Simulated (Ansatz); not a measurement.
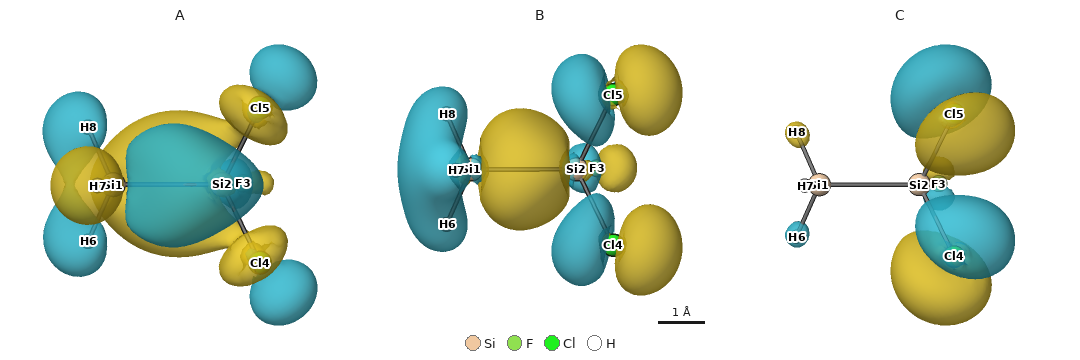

*Cl2FH3Si2. Three frontier orbitals at ±0.08 Å⁻³ᐟ² (yellow and cyan are the two phases), in no order.*

The reactant side of a reaction path; geometry: PBE0-D4/def2-TZVP.

Method: Ansatz, RKS PBE0-D4/def2-TZVPP.

```yaml
atoms:
  - { symbol: Si, position_ang: [-0.8901, -0.2014, 0.8477] }
  - { symbol: Si, position_ang: [0.7859, 0.0834, -0.7473] }
  - { symbol: F, position_ang: [1.3401, -1.3162, -1.2556] }
  - { symbol: Cl, position_ang: [2.3698, 1.1110, 0.0212] }
  - { symbol: Cl, position_ang: [0.0873, 1.0801, -2.3824] }
  - { symbol: H, position_ang: [-0.3308, -0.9363, 2.0100] }
  - { symbol: H, position_ang: [-1.3533, 1.1455, 1.2646] }
  - { symbol: H, position_ang: [-2.0089, -0.9661, 0.2418] }
```

Question: Which picture is the HOMO−1, the HOMO and the LUMO?

Answer: C is the HOMO−1 (−9.48 eV). Its weight (Hirshfeld) is mainly on Cl4 (about 45 %) and Cl5 (about 45 %); largely a combination of lone pairs on Cl4 and Cl5. B is the HOMO (−8.77 eV). By Hirshfeld shares it lies mainly on Si1 (about 30 %), Si2 (about 20 %), Cl4 (about 20 %) and Cl5 (about 20 %). A is the LUMO (−0.58 eV). Its weight (Hirshfeld) is mainly on Si2 (about 35 %), Si1 (about 30 %), Cl4 (about 10 %) and Cl5 (about 10 %).

Question: What is the HOMO–LUMO gap?

Answer: 8.19 eV between the orbital energies.
